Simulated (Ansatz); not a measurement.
Potential energy curve for ClLi, singlet.

Levels: RCCSD(T) = CCSD(T) on RHF/cc-pVDZ, frozen core (Ansatz, a program for electronic structure); RKS-PBE0 = restricted PBE0/cc-pVDZ in Ansatz; RKS-PBE = restricted PBE/cc-pVDZ in Ansatz; UKS-PBE0 = unrestricted PBE0/cc-pVDZ in Ansatz; UKS-PBE = unrestricted PBE/cc-pVDZ (Ansatz); FCI = full CI/cc-pVDZ, frozen core (Ansatz).

Cost and accuracy over the 22 points of the scan, with FCI as yardstick. Costs are rough ratios of core time within Ansatz on shared cores, each with its mean field (Kohn-Sham runs search longer for lower solutions than correlated ones do); the miss is the largest error against full CI of the curve after the mean shift, in mEh.

Problem. Which is the cheapest of these levels that stays within 16 mEh of FCI?

Solution. RKS-PBE0.

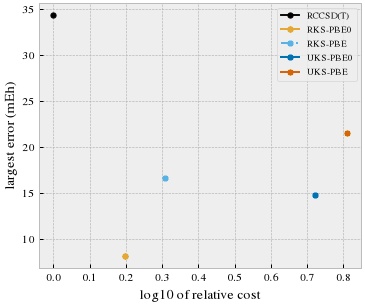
*Miss against cost, one point a level.*

```csv
level,relative cost,largest error
RCCSD(T),1,34.3
RKS-PBE0,2,8.1
RKS-PBE,2,16.6
UKS-PBE0,5,14.7
UKS-PBE,6,21.5
```

Costs within a factor of two of each other count as equal.

The T1 diagnostic of CCSD on the restricted reference of RCCSD(T) exceeds 0.045 at 5.09 to 7.78 Å. The restricted form behind RKS-PBE0, RKS-PBE keeps the bonding electrons paired and can't separate into open-shell fragments. The unrestricted determinant behind UKS-PBE0, UKS-PBE is spin-contaminated at 4.08 to 7.78 Å (<S²> up to 0.6, against 0.00 for a pure singlet).
